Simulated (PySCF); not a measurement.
# Run report: C3H10N2Si, excited-state calculation

The run: excited-state calculation of C3H10N2Si. Method and program: TDDFT mPW1PW91/def2-SVPD, vertical, gas phase, core orbitals frozen in the response (PySCF 2.14.0).

Some settings of this run were made unusual or wrong on purpose. The geometry comes from this level: GFN2-xTB.

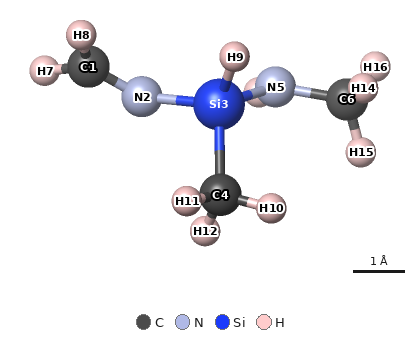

Fig. 1: The input geometry (ball-and-stick view, seen at a tilt; atoms are numbered from 1 in the order of the input).

### Outcome

| quantity | value |
| --- | --- |
| outcome | converged |
| total energy | −519.081083 hartree |
| HOMO | −6.51 eV |
| LUMO | −0.71 eV |
| dipole moment | 0.38 D |
| mean polarisability | 79.25 a.u. |
| lowest singlet excitation | 4.09 eV |
| hardware | 1 CPU thread, shared host |
| wall time | 39 s |
| peak memory | 0.72 GiB |

### What went wrong

Some settings of this run were drawn to be unusual or wrong. It converged; results that depend on the unusual settings are not reference values.

### The input
```
{"job": {"kind": "uv", "xc": "mPW1PW91", "basis": "def2-SVPD", "nstates": 6, "ntriplets": 2, "tda": false, "scf": {"aux": "cc-pvdz-ri", "max_cycle": 98}}, "charge": 0, "multiplicity": 1}
C      2.619783    -1.244164    -0.320838
N      1.436800    -0.889680    -0.473780
Si     0.381010     0.092954     0.484215
C      0.249951     1.748127    -0.450785
N     -1.045141    -0.867188     0.531288
C     -2.308617    -0.361955     1.004962
H      3.104100    -1.838242    -1.093514
H      3.239977    -1.008174     0.549748
H      0.752033     0.350992     1.884648
H     -0.567074     2.343757    -0.054235
H      1.157832     2.337778    -0.367561
H      0.058158     1.587504    -1.508029
H     -1.161599    -1.562980    -0.189295
H     -2.126920     0.310388     1.840488
H     -2.859063     0.193471     0.235899
H     -2.938829    -1.183644     1.351570
```

The first line tells a small driver script what to run in PySCF; the rest is the geometry in Å.

Run as:
```bash
OMP_NUM_THREADS=1 python <driver script> task.json out
```

### Output
```
final grid: 121256 points
cycle   1  E = -519.0037964213  dE =  4.536e-01  |g| = 5.601e-01  |ddm| = 5.450e+00
cycle   2  E = -518.9056630072  dE =  9.813e-02  |g| = 8.576e-01  |ddm| = 2.356e+00
cycle   3  E = -519.0765983213  dE = -1.709e-01  |g| = 1.371e-01  |ddm| = 1.536e+00
cycle   4  E = -519.0807318910  dE = -4.134e-03  |g| = 3.910e-02  |ddm| = 2.133e-01
cycle   5  E = -519.0810459997  dE = -3.141e-04  |g| = 1.261e-02  |ddm| = 6.912e-02
cycle   6  E = -519.0810804583  dE = -3.446e-05  |g| = 3.157e-03  |ddm| = 1.899e-02
cycle   7  E = -519.0810827542  dE = -2.296e-06  |g| = 5.411e-04  |ddm| = 6.437e-03
cycle   8  E = -519.0810828206  dE = -6.646e-08  |g| = 2.011e-04  |ddm| = 1.194e-03
cycle   9  E = -519.0810828304  dE = -9.751e-09  |g| = 4.630e-05  |ddm| = 3.550e-04
cycle  10  E = -519.0810828310  dE = -5.527e-10  |g| = 9.526e-06  |ddm| = 1.100e-04
converged SCF energy = -519.0810828310

Static polarisability (au): isotropic 79.251, principal 67.825 72.987 96.940

Singlet excitations
state   eV       nm        f      main configurations
  1   4.0940    302.8   0.00008   H-1->L 0.84, H->L 0.15
  2   4.7837    259.2   0.00258   H->L 0.84, H-1->L 0.15
  3   5.9412    208.7   0.00591   H->L+1 0.90
  4   6.3986    193.8   0.00490   H->L+2 0.82, H-1->L+2 0.08
  5   6.6249    187.1   0.01635   H-1->L+2 0.86
  6   6.8521    180.9   0.03107   H-1->L+1 0.88

Triplet excitations (Tamm-Dancoff, eV): 3.4428 4.6911
```
